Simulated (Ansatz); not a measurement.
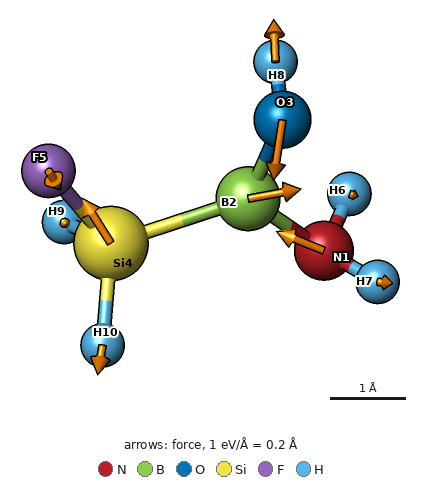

Starting geometry of BSiNH$_{5}$OF (coarse preliminary run) with the computed forces as orange arrows. Style: ball-and-stick. Shown at a tilt.

The start comes from a force field.

Method: RKS PBE-D4/def2-SVP (Ansatz 0.2.0). Set-up: force threshold 0.03 eV/Å; at most 200 steps.

Q: Is this structure relaxed? If not, where do the atoms go?

A: It isn't relaxed: the largest force vector, on O3, is 4.22 eV/Å. The final displacements have little in common with the starting forces (cosine between the two patterns −0.11). The atom that moves furthest after the best rigid fit is H7 (1.21 Å). Largest moves by element: H 1.21 Å, F 0.45 Å, O 0.44 Å, N 0.29 Å, B 0.25 Å, Si 0.11 Å. Near-neighbour distances that change, for instance: N1–B2 1.567 → 1.408 Å, Si4–H10 1.402 → 1.508 Å, B2–Si4 1.937 → 2.033 Å, B2–O3 1.474 → 1.380 Å. Bond angles that change, for instance: B2–N1–H6 104.1° → 121.4°, B2–N1–H7 108.0° → 124.5°, B2–Si4–H9 107.5° → 117.1°. Groups turn about B2–O3 by about 90°. After 17 geometry steps the energy has fallen by 219.8 kJ/mol. Largest force component: 3.5 eV/Å at the start, 0.025 eV/Å at the end.
